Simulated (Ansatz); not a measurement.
Run report: C2H9NOSi, single-point calculation

System: C2H9NOSi.
Method: RKS PBE0-D4/def2-TZVPP (Ansatz 0.2.0).

The geometry comes from this level: PBE0-D4/def2-TZVP.

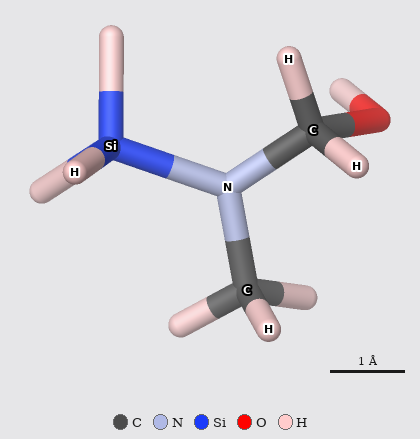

The structure (stick view, seen at a tilt). Bond lengths as drawn: C–H 1.09 to 1.10 Å, C–N 1.43 to 1.45 Å, C–O 1.41 Å, H–O 0.96 Å, H–Si 1.49 Å and N–Si 1.72 Å.

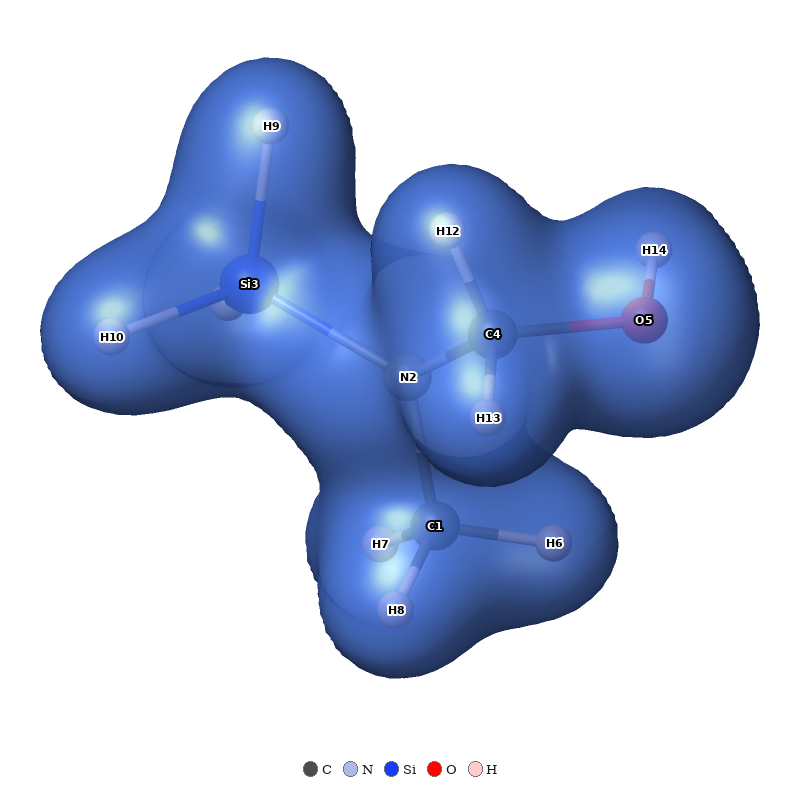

Isosurface of the total electron density at 0.2 e/Å³ (blue), seen at a tilt. At this value the surface is in one piece. On the grid the lowest density along these lines, outside the cores, is 1.8 e/Å³ (C–O, 1.41 Å), 1.9 e/Å³ (C–N, 1.43 Å), 0.94 e/Å³ (Si–N, 1.72 Å) and 2.5 e/Å³ (O–H, 0.96 Å).

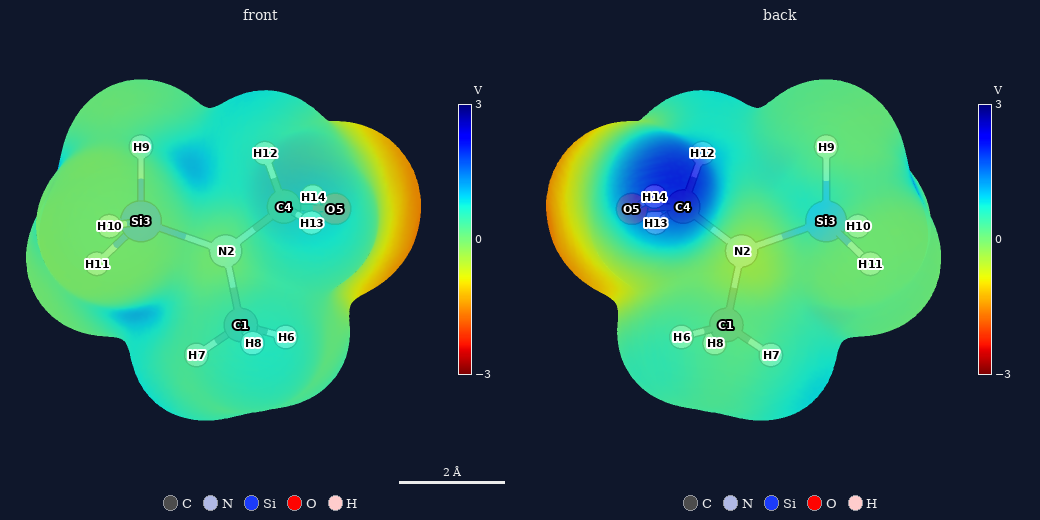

The molecular electrostatic potential painted on the density surface at 0.002 e/bohr³, seen face on and from behind; red is negative and blue positive. A positive charge is drawn to the negative regions and a negative charge to the positive ones.

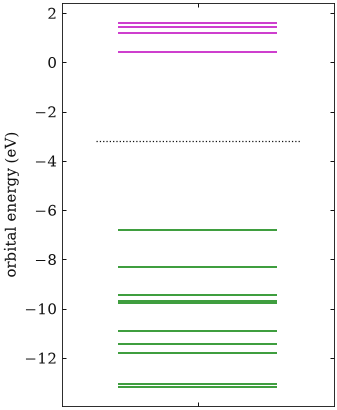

Orbital energies near the frontier; the dotted line parts filled from empty levels, and levels within 0.02 eV of each other stand side by side. Highest filled −6.82 eV, lowest empty 0.44 eV, 7.26 eV apart.

These pictures come from the run below.

### Input file
```yaml
crystal:
  periodic: [false, false, false]
  atoms:
    - {symbol: C, position_ang: [-1.367119, 0.520473, 0.399762]}
    - {symbol: N, position_ang: [-0.073240, -0.035936, 0.054860]}
    - {symbol: Si, position_ang: [0.199199, -1.734497, 0.119446]}
    - {symbol: C, position_ang: [0.769671, 0.836756, -0.705507]}
    - {symbol: O, position_ang: [1.209891, 1.952321, 0.032608]}
    - {symbol: H, position_ang: [-1.244809, 1.497182, 0.874050]}
    - {symbol: H, position_ang: [-1.883461, -0.132717, 1.106418]}
    - {symbol: H, position_ang: [-2.012630, 0.646678, -0.480496]}
    - {symbol: H, position_ang: [1.667137, -1.954349, 0.043138]}
    - {symbol: H, position_ang: [-0.441998, -2.515760, -0.981250]}
    - {symbol: H, position_ang: [-0.352826, -2.250941, 1.399896]}
    - {symbol: H, position_ang: [1.620087, 0.255809, -1.085842]}
    - {symbol: H, position_ang: [0.237722, 1.267603, -1.563157]}
    - {symbol: H, position_ang: [1.659574, 1.618178, 0.814976]}
basis:
  gaussian: {orbitals: def2-TZVPP}
hamiltonian: {xc: pbe0, dispersion: d4}
output: {orbitals: {seedname: orbitals}}
```

Command:
```bash
ansatz run in.yaml --threads 4 --pin off --events-out ev --progress --plain --max-ram 10444MiB
```

### Log
```
Functional definition: PBE0
  name "PBE0"
  cite "Adamo & Barone, J. Chem. Phys. 110, 6158 (1999) doi:10.1063/1.478522"
  cite "Perdew, Burke & Ernzerhof, Phys. Rev. Lett. 77, 3865 (1996) doi:10.1103/PhysRevLett.77.3865"
  parent pbe
  parameter a = 0.25
  parameter kappa = 0.804
  parameter beta = 0.06672455060314922
  exchange = (1 - a)*pbe_x(kappa = kappa, mu = beta*pi^2/3) + a*exact_x
  correlation = pbe_c(beta = beta)
1488 factors; their error is unknown
mean field evaluation 1: about -13619.7148 eV, gradient 6.5e1 eV
mean field evaluation 2: about -13609.4064 eV, gradient 9.4e1 eV
mean field evaluation 4: about -13628.0618 eV, gradient 5.0e0 eV
mean field evaluation 8: about -13628.1190 eV, gradient 5.2e-1 eV
mean field evaluation 16: about -13628.1193 eV, gradient 3.3e-5 eV
mean field -13628.11932675 eV, -500.8241477870 hartree, gradient 3.3e-5 eV, S^2 0.000000; 0 other end points of the search recorded, 0 dependent functions left out
reference -13628.11936203 eV, -500.8241490834 hartree; 25, 25 occupied and 267, 267 virtual orbitals, 1488 factors
Total energy: -13628.36108214 eV, -500.8330321336 hartree
```

### Key numbers

| quantity | value |
| --- | --- |
| outcome | converged |
| total energy | −13628.3611 eV |
| mean-field energy | −13628.1194 eV |
| dispersion energy | −0.2417 eV |
| SCF solution under orbital rotations | stable |
| HOMO | −6.82 eV |
| LUMO | 0.44 eV |
| hardware | 4 threads of Intel Xeon, 15 GiB of memory available, shared host |
| wall time | 1.9 s (CPU time 7 s) |
| peak memory | 0.78 GiB |
